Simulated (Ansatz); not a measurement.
# GeP2H (quartet): wave-function methods side by side at a displaced geometry (v1), cc-pVDZ

How much of the correlation energy of GeP2H (quartet) does each wave-function method recover here?

The runs use Ansatz 0.2.0, Gaussian basis; cc-pVDZ, core rule «outside noble gas», up to 24 orbitals frozen.

The runs, in order: UHF; CCSD(T) on ROHF; CCSD(T) on UHF; BCCD(T) on ROHF; CISD; CCSDT(Q) on ROHF; CCSDT(Q) on UHF.

32 further runs of the same task are left out: 5 for a known fault of the program, 11 that didn't finish, 16 set aside as unsound or not needed.

**1. The geometry**

The geometry is a PBE0/def2-TZVP stationary point (not a proven minimum) with its atoms shifted at random (size 0.040 Å). No spin-orbit coupling is included. The filled d shell of Ge may be among the frozen orbitals whatever the setting's name suggests; the logs give the count.

4 atoms, charge 0, spin multiplicity 4.

Atoms are counted from 1 here; the program's logs count them from 0.

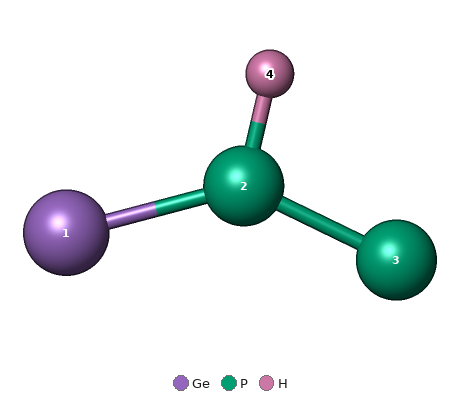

The geometry (germanium purple, phosphorus teal, hydrogen pink); atoms are numbered from 1 in the order of the file.

**2. UHF**

Contents of in.yaml:

```yaml
crystal:
  periodic: [false, false, false]
  atoms:
    - {symbol: Ge, position_ang: [-0.010162, -0.125145, 1.439336]}
    - {symbol: P, position_ang: [-0.010995, 0.535729, -0.718051]}
    - {symbol: P, position_ang: [0.036969, -0.304915, -2.625344]}
    - {symbol: H, position_ang: [-0.065808, 1.926066, -0.987996]}
basis:
  gaussian: {orbitals: cc-pVDZ}
magnetization: {spin_polarized: true, initial_magnetization: 3}
hamiltonian: {xc: hf}
output: {orbitals: {seedname: orbitals}}
```

Run with:

```sh
$ ansatz run in.yaml --threads 1 --pin off --events-out ev --progress --plain --max-ram 2393MiB
```

Further steps of the session: CCSD(T) on ROHF; CCSD(T) on UHF; BCCD(T) on ROHF; CISD; CCSDT(Q) on ROHF; CCSDT(Q) on UHF.

Before running them: what should the planned runs give, taken together? Wanted: UCCSDT(Q) below the RHF energy; RMP2 from UCCSDT(Q); UMP2 from UCCSDT(Q); RCCSD from UCCSDT(Q); RCCSD(T) from UCCSDT(Q); UCCSD(T) from UCCSDT(Q); RCCSDT(Q) from UCCSDT(Q); T1 diagnostic.

**Answer**, as computed:

```
                         quantity                      value
   UCCSDT(Q) below the RHF energy                 -8.9931 eV
              RMP2 from UCCSDT(Q)                +1676.4 meV
              UMP2 from UCCSDT(Q)                +1693.8 meV
             RCCSD from UCCSDT(Q)                 +466.8 meV
          RCCSD(T) from UCCSDT(Q)                  +97.1 meV
          UCCSD(T) from UCCSDT(Q)                  +92.8 meV
         RCCSDT(Q) from UCCSDT(Q)                   +6.4 meV
levels within 1 kcal/mol (43 meV)  RCCSDT, UCCSDT, RCCSDT(Q)
                    T1 diagnostic                      0.049
```

RCCSD(T) misses by +97.1 meV, 1.1 % of the correlation energy. These misses are within one basis, not against nature; the frozen cores of restricted and unrestricted runs differ, which can shift their rows.
